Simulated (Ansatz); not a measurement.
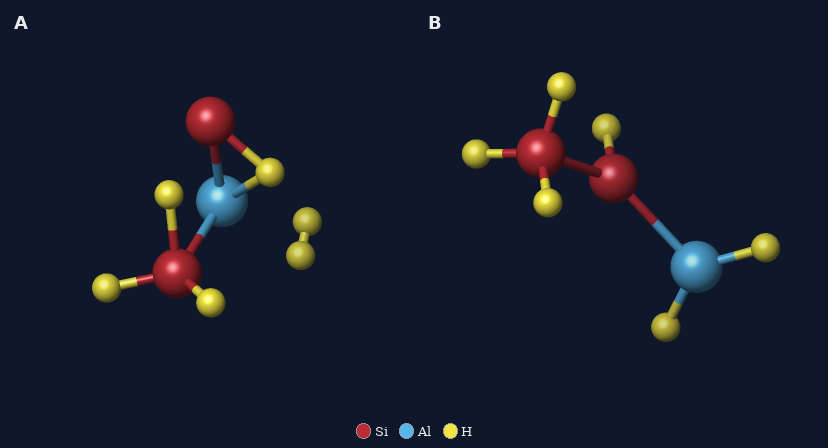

2 stationary structures of one formula. State: charge +1, singlet. Geometries: PBE0-D4/def2-TZVP. Electronic energies: PBE-D4/def2-TZVPP (Ansatz 0.2.0), without zero-point energy. No frequency run is at hand to confirm each as a minimum. Each is one conformer, not always the lowest.

**Rank them by energy, lowest first.**

B is lowest; A lies 24.0 kcal/mol above it.
